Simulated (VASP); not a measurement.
Input:

```
BaZrO3
1.0
    4.21352     0.00000     0.00000
    0.00000     4.21352     0.00000
    0.00000     0.00000     4.21352
Ba Zr O
1 1 3
Cartesian
  0.00000   0.00000   0.00000
  2.10676   2.10676   2.10676
  2.10676   0.00000   2.10676
  0.00000   2.10676   2.10676
  2.10676   2.10676   0.00000
```

Computed with rev-vdW-DF2, VASP's PBE PAW potentials (set 64) (plane waves; VASP). Settings: 520 eV cut-off, 6×6×6 Γ-centred mesh, tetrahedra with Blöchl corrections, potentials Ba_sv Zr_sv O.

Unless said otherwise, spin-orbit coupling is left out, though it shifts the bands of the heavy elements here.

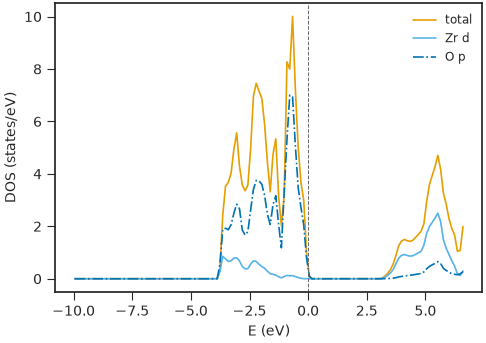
Figure: Total and projected density of states, zero at the valence-band maximum

Within 2 eV below the valence-band maximum the largest weight inside VASP's projection spheres is O p.

The gap is indirect, 3.16 eV, from the valence maximum at R to the conduction minimum at Γ.

The compound is BaZrO3 in the cubic perovskite structure. It was relaxed first.
